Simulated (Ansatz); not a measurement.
# Calculations on BNH5F

Part 1: Relaxation

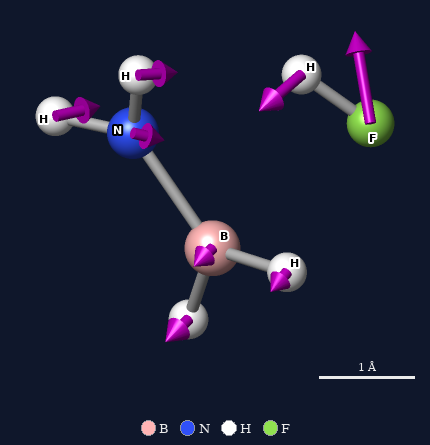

A relaxation of BNH₅F. The starting structure is drawn; purple arrows show the displacements, magnified 3 times. The two geometries are superimposed by the best rigid fit.

A ball-and-stick model, seen at a tilt.

The run prepares an end point of a later path (reaction) calculation, from a guessed geometry.

Theory: RKS BLYP-D4/def2-SVP in Ansatz 0.2.0. Set-up: no spin polarisation; force threshold 0.03 eV/Å; at most 50 steps.

Which element moves most?

Fluorine: up to 0.33 Å, against 0.24 Å for hydrogen.

What did the optimiser do to the structure, and how much energy did it gain?

The F atom moves most after the best rigid fit: 0.33 Å. By element the largest moves are F 0.33 Å, H 0.24 Å, N 0.13 Å, B 0.11 Å. Near-neighbour distances that change, for instance: B–N 1.482 → 1.415 Å, F–H 0.935 → 0.950 Å. The energy falls by 0.168 eV in 6 geometry steps. Largest force component: 2.1 eV/Å at the start, 0.014 eV/Å at the end. The run took 14 s on 1 thread of Arm Neoverse V1 (shared host), peak memory 0.12 GiB.

Limits of the set-up: the start holds two separate molecules, 2.3 Å apart at their closest, whose relative position is a soft coordinate.

Part 2: Relaxation

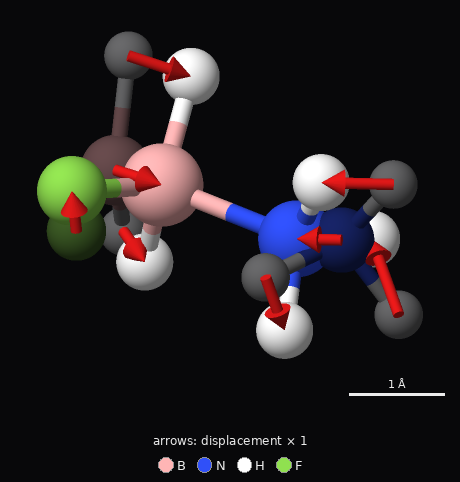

This is a relaxation of BNH5F. The starting structure is drawn faded, the final one solid; red arrows show the displacements, at their true length. The two geometries are superimposed by the best rigid fit.

Style: ball-and-stick. Shown at a tilt.

The run prepares an end point of a later path (reaction) calculation, from a guessed geometry.

Level of theory: Ansatz 0.2.0, RKS BLYP-D4/def2-SVP. (no spin polarisation; force threshold 0.03 eV/Å; at most 50 steps)

> Atoms of which element are displaced furthest, and by how much?

Hydrogen: up to 0.98 Å, against 0.59 Å for boron.

> Describe the change and its energy.

The energy falls by 0.745 eV in 12 accepted moves (14 points after the start). Largest force component: 0.57 eV/Å at the start, 0.024 eV/Å at the end. The line search rejected the trial steps at points 4, 8 of the run. The atom that moves furthest after the best rigid fit is an H atom (0.98 Å). Largest moves by element: H 0.98 Å, B 0.59 Å, N 0.48 Å, F 0.48 Å. Among the contacts that change: B–N 2.736 → 1.698 Å, B–F 1.336 → 1.400 Å, B–H 1.215 → 1.235 Å, H–N 1.043 → 1.032 Å. New bonds form, among them: B–N (2.74 → 1.70 Å). Among the angles between lasting bonds that change: H–B–H 124.4° → 115.9°, H–B–F 117.7° → 114.7°, H–B–F 117.4° → 114.7°.

Part 3: Path

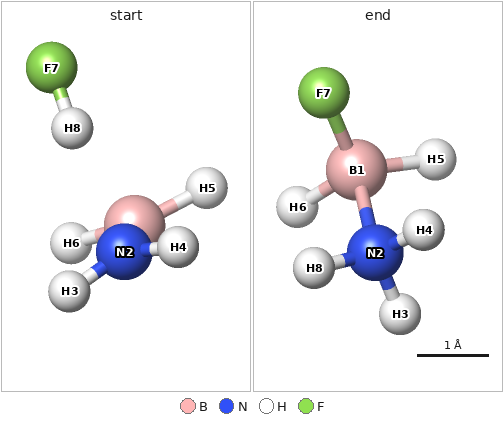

The two relaxed end points of a path for BNH5F. A ball-and-stick model, seen from a free direction.

Method: RKS BLYP-D4/def2-SVP (Ansatz).

Settings: 5 movable images; climbing image; force threshold 0.05 eV/Å; iteration limit 60.

Start:
```xyz
8

B     0.0350   -0.2648    0.2342
N     0.0214   -0.1741    1.6465
H    -0.8148   -0.3648    2.2051
H     0.8775   -0.1421    2.2066
H     1.0959   -0.1699   -0.3372
H    -1.0130   -0.4474   -0.3397
F    -0.3256    2.4812    0.7435
H    -0.2219    1.6803    1.2447
```

End:
```xyz
8

B     0.0215    0.3978    0.0764
N    -0.1135    0.2137    1.7593
H    -0.3469   -0.7592    2.0094
H     0.7710    0.4614    2.2305
H     0.9343   -0.3817   -0.2119
H    -1.1024    0.0852   -0.3279
F     0.3410    1.7531   -0.0722
H    -0.8504    0.8281    2.1402
```

**Predict the minimum-energy path and its barrier.**

The energy climbs by 7.7 kcal/mol to image 2 and then falls by 28.7 kcal/mol, so the end point sits at −21.0 kcal/mol. Breaking: F7–H8 (0.95 → 1.08 at the top → 2.68 Å). Forming: B1–F7 (2.82 → 1.82 at the top → 1.40 Å), N2–H8 (1.91 → 1.44 at the top → 1.03 Å). The band converged in 15 iterations. The largest component of the band force went from 5 to 0.032 eV/Å. The climbing image converged on the top of the path. Its vibrational analysis gives one imaginary mode (582i cm⁻¹), as a transition state must have.

Energies of the converged images:

```json
{"image": "0", "path (Å)": "0.00", "E (kcal/mol)": "0.0"}
{"image": "1", "path (Å)": "0.47", "E (kcal/mol)": "2.2"}
{"image": "2", "path (Å)": "0.94", "E (kcal/mol)": "7.7"}
{"image": "3", "path (Å)": "1.50", "E (kcal/mol)": "-12.6"}
{"image": "4", "path (Å)": "2.06", "E (kcal/mol)": "-19.8"}
{"image": "5", "path (Å)": "2.63", "E (kcal/mol)": "-20.5"}
{"image": "6", "path (Å)": "3.19", "E (kcal/mol)": "-21.0"}
```

The geometry at the top of the path:

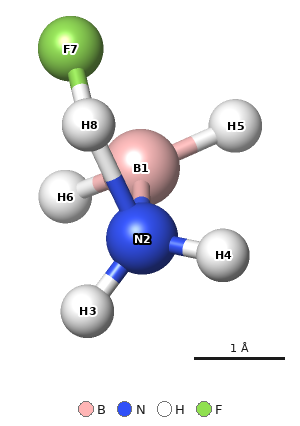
